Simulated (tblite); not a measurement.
# Geometry relaxation, with input and output: CO

The run: geometry relaxation of CO, SMILES [C-]#[O+]. Method and program: GFN2-xTB geometry optimisation, gas phase (tblite 0.8.0).

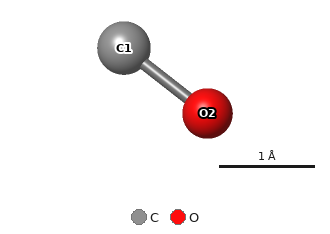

*The structure as given in the input (ball-and-stick view, seen at an oblique angle; atoms are numbered from 1 in the order of the input).*

Bond lengths as drawn: C–O 1.15 Å.

**Key numbers**

```csv
quantity,value
outcome,converged
total energy,−166.5840 eV
hardware,"1 CPU thread, shared host"
peak memory,0.43 GiB
```

**Input**
```
{"job": {"kind": "relax", "xc": "GFN2-xTB", "basis": "xTB"}, "charge": 0, "multiplicity": 1}
C      0.575300    -0.006100    -0.005300
O     -0.569800     0.008700    -0.023000
```

The first line tells a small driver script what to run in tblite; the rest is the geometry in Å.

Launch command:
```bash
OMP_NUM_THREADS=1 python <driver script> task.json out
```

**The program's output**
```
step      E/eV     max force
  0    -166.56467    2.104
  1    -166.46164    6.113
  2    -166.58361    0.322
  3    -166.58402    0.046
  4    -166.58403    0.000
```

**Trajectory as extended XYZ (Å, eV, eV/Å), 5 frames, from step=0 to step=4**
```
2
Properties=species:S:1:pos:R:3:forces:R:3 step=0 energy=-166.56467
C     0.5753   -0.0061   -0.0053   -2.1040   0.0270  -0.0330
O    -0.5698    0.0087   -0.0230    2.1040  -0.0270   0.0330
2
Properties=species:S:1:pos:R:3:forces:R:3 step=1 energy=-166.46164
C     0.5452   -0.0057   -0.0057    6.1120  -0.0790   0.0950
O    -0.5397    0.0083   -0.0225   -6.1120   0.0790  -0.0950
2
Properties=species:S:1:pos:R:3:forces:R:3 step=2 energy=-166.58361
C     0.5676   -0.0060   -0.0054   -0.3220   0.0040  -0.0050
O    -0.5621    0.0086   -0.0229    0.3220  -0.0040   0.0050
2
Properties=species:S:1:pos:R:3:forces:R:3 step=3 energy=-166.58402
C     0.5665   -0.0060   -0.0054   -0.0460   0.0010  -0.0010
O    -0.5610    0.0085   -0.0229    0.0460  -0.0010   0.0010
2
Properties=species:S:1:pos:R:3:forces:R:3 step=4 energy=-166.58403
C     0.5663   -0.0060   -0.0054    0.0000   0.0000   0.0000
O    -0.5608    0.0085   -0.0229    0.0000   0.0000   0.0000
```

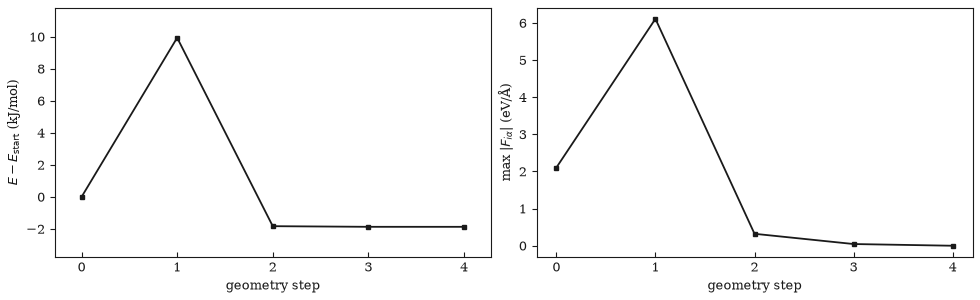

*Progress of the relaxation, step by step (steps are counted from 0).*

After 4 geometry steps the energy has fallen by 1.87 kJ/mol. Largest force component: 2.1 eV/Å at the start, under 0.0001 eV/Å at the end. The largest moves after the best rigid fit, 0.009 Å, are those of C1 and O2. Largest moves by element: C 0.009 Å, O 0.009 Å. Among the contacts that change: C1–O2 1.145 → 1.127 Å. (Atoms are counted from 1 in the order of the input.)
